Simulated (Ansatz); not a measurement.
A series of calculations on GeH₃SOF₃

**1. Relaxation**

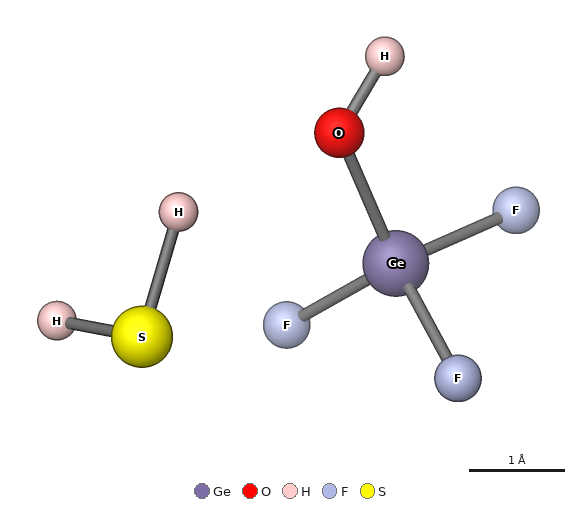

GeH3SOF3, before the relaxation. A ball-and-stick model, seen at a tilt.

The run prepares an end point of a later path (reaction) calculation, from a guessed geometry.

All numbers below come from Ansatz, RHF/def2-SVP.

The input:
```yaml
crystal:
  periodic: [false, false, false]
  atoms:
    - { symbol: Ge, position_ang: [-0.151334, 0.125517, 0.009709] }
    - { symbol: O, position_ang: [-0.245147, -0.085141, 1.73857] }
    - { symbol: H, position_ang: [-0.762007, 0.569593, 2.189968] }
    - { symbol: F, position_ang: [1.389436, 0.499963, -0.548984] }
    - { symbol: F, position_ang: [-1.127403, 1.454379, -0.377155] }
    - { symbol: F, position_ang: [-0.77779, -1.1822, -0.844281] }
    - { symbol: S, position_ang: [1.669986, -2.580946, 1.140893] }
    - { symbol: H, position_ang: [0.673312, -3.440926, 0.919742] }
    - { symbol: H, position_ang: [0.991947, -1.88804, 2.107838] }
basis:
  gaussian: { orbitals: def2-SVP }
hamiltonian:
  xc: hf
relax:
  f_tol: 0.03
  max_steps: 50
output:
  orbitals: {}
```

Launched with:
```bash
ansatz run input.yaml --threads 2 --pin off --max-ram 3072MiB --backend cpu --events-out ev --progress --plain --runs-dir out
```

> Where does the relaxation end?

After 19 accepted moves (24 points after the start) the energy has fallen by 2.30 kcal/mol. Largest force component: 0.81 eV/Å at the start, 0.023 eV/Å at the end. The line search rejected the trial steps at points 5, 8, 10, 13, 17 of the run. The forces were under the threshold at step 7, but the run went on from there. H9 moves most after the best rigid fit: 0.74 Å. Largest moves by element: H 0.74 Å, O 0.31 Å, F 0.21 Å, S 0.10 Å, Ge 0.10 Å. Some distances before and after: Ge1–S7 3.453 → 3.587 Å, S7–H9 1.369 → 1.335 Å, Ge1–O2 1.744 → 1.713 Å. Cost: 59 s on 2 threads of Arm Neoverse V1 (shared host), peak memory 0.31 GiB.

Step by step:

```tsv
step	E − E(0), kcal/mol	largest force component, eV/Å	note
0	0.00	0.8059	
1	-1.51	0.4910	
2	-1.76	0.1670	
3	-2.06	0.3808	
4	-2.18	0.1062	
5	-2.15	0.3733	rejected
6	-2.21	0.0341	
7	-2.23	0.0287	
8	-2.23	0.2058	rejected
9	-2.25	0.0528	
10	-2.22	0.1407	rejected
11	-2.26	0.0124	
12	-2.26	0.0192	
13	-2.26	0.0920	rejected
14	-2.27	0.0400	
15	-2.27	0.0659	
16	-2.27	0.0738	
17	-2.26	0.1325	rejected
18	-2.28	0.0501	
19	-2.28	0.0381	
20	-2.29	0.0622	
21	-2.29	0.0548	
22	-2.29	0.0581	
23	-2.29	0.0350	
24	-2.30	0.0233
```

The structure at the end:

```xyz
9

Ge   -0.2067    0.2027    0.0391
O    -0.2962    0.2237    1.7494
H    -0.7835    0.9388    2.1355
F     1.3298    0.4937   -0.5822
F    -1.1882    1.4547   -0.5472
F    -0.8115   -1.2189   -0.6357
S     1.7121   -2.5817    1.2371
H     0.9299   -3.4496    0.5900
H     0.9753   -2.5910    2.3503
```

After the run, drawn alike:

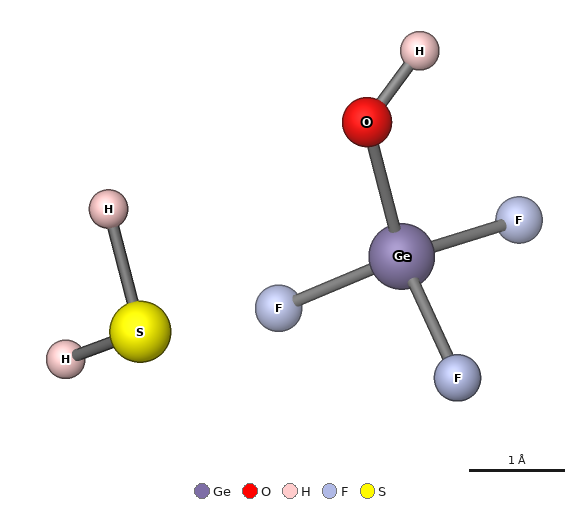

Limits of the set-up: the start holds two separate molecules, 2.2 Å apart at their closest, whose relative position is a soft coordinate and is computed without a dispersion correction; Hartree-Fock leaves out electron correlation.

**2. Relaxation**

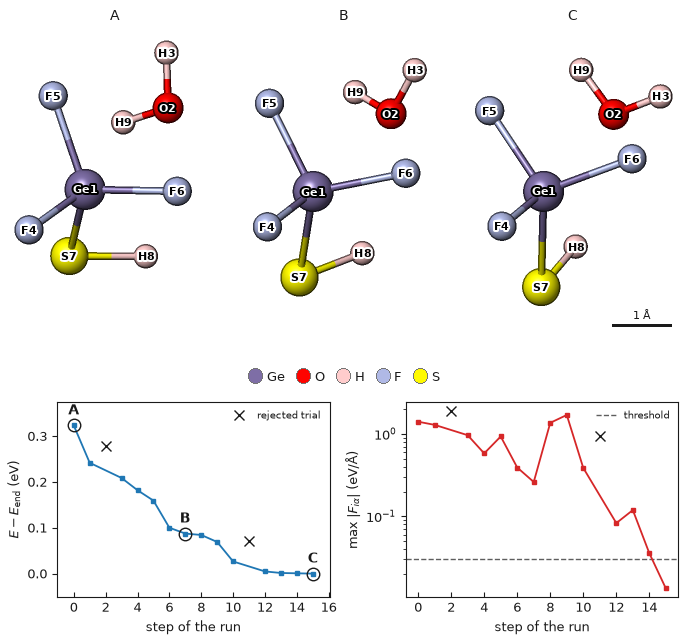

Frames of a relaxation of GeH3SOF3, marked on the history of the run. The picture is a ball-and-stick view, seen from a free direction.

The run prepares an end point of a later path (reaction) calculation, from a guessed geometry.

Level of theory: Ansatz 0.2.0, RHF/def2-SVP.

Input
```yaml
crystal:
  periodic: [false, false, false]
  atoms:
    - { symbol: Ge, position_ang: [0.428359, -0.417961, -0.436488] }
    - { symbol: O, position_ang: [-0.675759, -0.828863, 2.287106] }
    - { symbol: H, position_ang: [-1.074714, -0.048475, 2.649616] }
    - { symbol: F, position_ang: [1.151702, -0.036998, -1.92423] }
    - { symbol: F, position_ang: [0.229844, 1.10412, 0.284571] }
    - { symbol: F, position_ang: [-1.091602, -1.048475, -0.824477] }
    - { symbol: S, position_ang: [1.734308, -1.831255, 0.681703] }
    - { symbol: H, position_ang: [0.707285, -2.605971, 1.04535] }
    - { symbol: H, position_ang: [0.251577, -0.813922, 2.57315] }
basis:
  gaussian: { orbitals: def2-SVP }
hamiltonian:
  xc: hf
relax:
  f_tol: 0.03
  max_steps: 50
output:
  orbitals: {}
```

Launched with:
```bash
ansatz run input.yaml --threads 2 --pin off --max-ram 3072MiB --backend cpu --events-out ev --progress --plain --runs-dir out
```

### Describe the path.

The energy falls by 0.323 eV in 13 accepted moves (15 points after the start). Largest force component: 1.4 eV/Å at the start, 0.013 eV/Å at the end. The line search rejected the trial steps at points 2, 11 of the run. The largest move after the best rigid fit is that of H3, 1.02 Å. Largest moves by element: H 1.02 Å, S 0.68 Å, F 0.62 Å, O 0.24 Å, Ge 0.13 Å. Some distances before and after: Ge1–O2 2.967 → 2.748 Å, Ge1–S7 2.226 → 2.166 Å, O2–H9 0.971 → 0.948 Å, Ge1–F6 1.691 → 1.701 Å. Among the angles between lasting bonds that change: F6–Ge1–S7 114.0° → 118.1°, F4–Ge1–S7 109.4° → 106.0°, F5–Ge1–S7 115.2° → 118.1°. Groups turn about Ge1–S7 by about 45°. From step 0 to 7: H3 moves most (0.57 Å), energy −0.236 eV. From step 7 to 15: H9 moves most (0.58 Å), energy −0.087 eV.

Limits of the set-up: the start holds two separate molecules, 2.4 Å apart at their closest, whose relative position is a soft coordinate and is computed without a dispersion correction; Hartree-Fock leaves out electron correlation.

**3. Path**

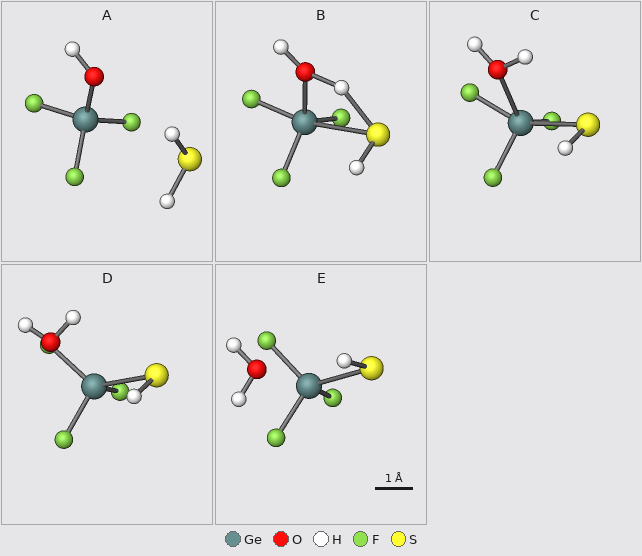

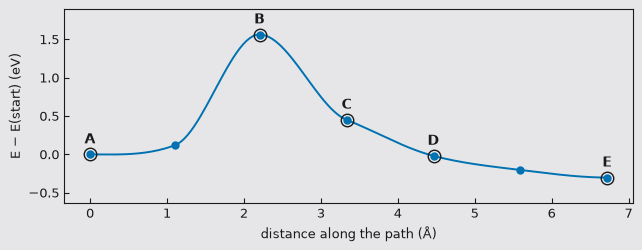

A search for the minimum-energy path of GeH3SOF3, made up at the start of GeHOF₃ and H$_{2}$S by the nudged elastic band. Images are numbered from 0 (start) to 6 (end). Frames A to E are images 0, 2, 3, 4, 6. Style: ball-and-stick. Shown from a free direction.

The calculation used Ansatz 0.2.0, RHF/def2-SVP. Set-up: 5 movable images; climbing image; force threshold 0.05 eV/Å; iteration limit 60; starting path through a guess of the saddle point.

Q: Describe the mechanism and the energy profile.

A: Forward barrier 1.56 eV, backward barrier 1.87 eV, with image 2 at the top; the reaction energy is −0.30 eV. Breaking: Ge–O (1.71 → 2.75 Å), H–S (1.34 → 3.86 Å). Forming: Ge–S (3.59 → 2.17 Å), H–O (3.15 → 0.95 Å). The band is converged. At the top, the vibrational analysis gives one imaginary mode (1643i cm⁻¹), as a transition state must have.

Limits of the set-up: the start holds two separate molecules, 3.1 Å apart at their closest, whose relative position is a soft coordinate and is computed without a dispersion correction; Hartree-Fock leaves out electron correlation.
